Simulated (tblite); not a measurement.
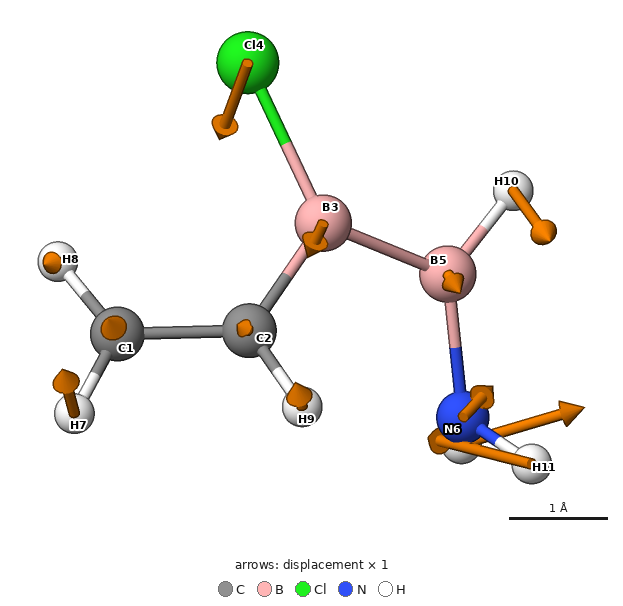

This is a relaxation of C2H6B2ClN. The starting structure is drawn; orange arrows show the displacements, at their true length. The two geometries are superimposed by the best rigid fit.

A ball-and-stick model, seen at a tilt.

These are results of GFN2-xTB geometry optimisation, gas phase (tblite 0.8.0), not measurements. 

> What happened in the run?

Over 167 geometry steps the energy falls by 155.1 kJ/mol. The atom that moves furthest after the best rigid fit is an H atom (1.95 Å). Largest moves by element: H 1.95 Å, Cl 1.22 Å, N 0.67 Å, B 0.49 Å, C 0.40 Å. Among the contacts that change: B–N 1.500 → 1.383 Å, B–Cl 1.833 → 1.728 Å, H–N 1.034 → 1.007 Å, C–C 1.351 → 1.332 Å. Among the angles between lasting bonds that change: N–B–H 124.7° → 115.3°, B–N–H 114.8° → 123.9°, C–C–H 115.4° → 122.9°. Groups turn about B–B by about 75°, B–C by about 25°.
